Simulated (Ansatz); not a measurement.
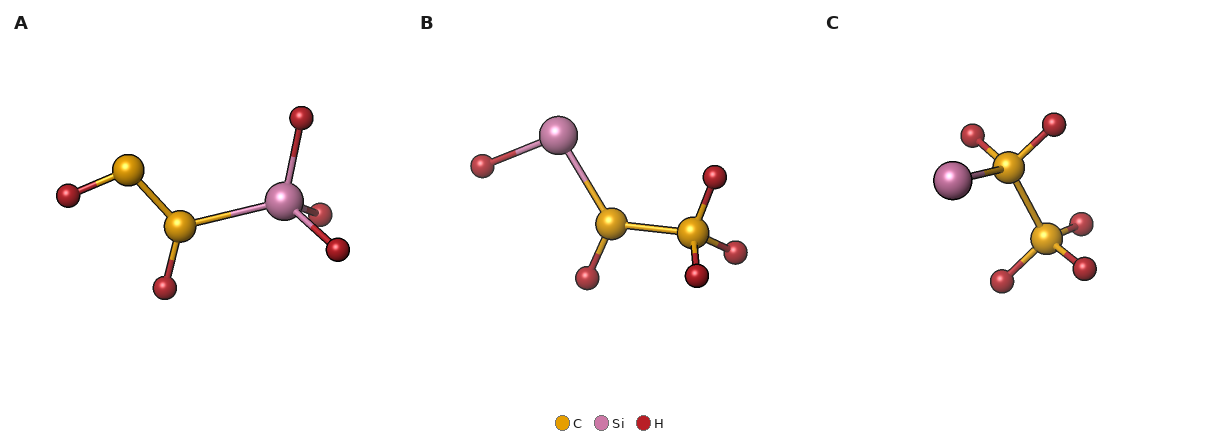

3 stationary structures of one formula. State: charge −1, singlet. Geometries: PBE0-D4/def2-TZVPD. Electronic energies: RHF-CCSD(T) (frozen core)/def2-TZVPPD (Ansatz 0.2.0), without zero-point energy. No frequency run is at hand to confirm each as a minimum. Each is one conformer, not always the lowest.

> Rank them by energy, lowest first.

B is lowest (Cs); A lies 103.8 kJ/mol above it (Cs), C lies 129.0 kJ/mol above it.
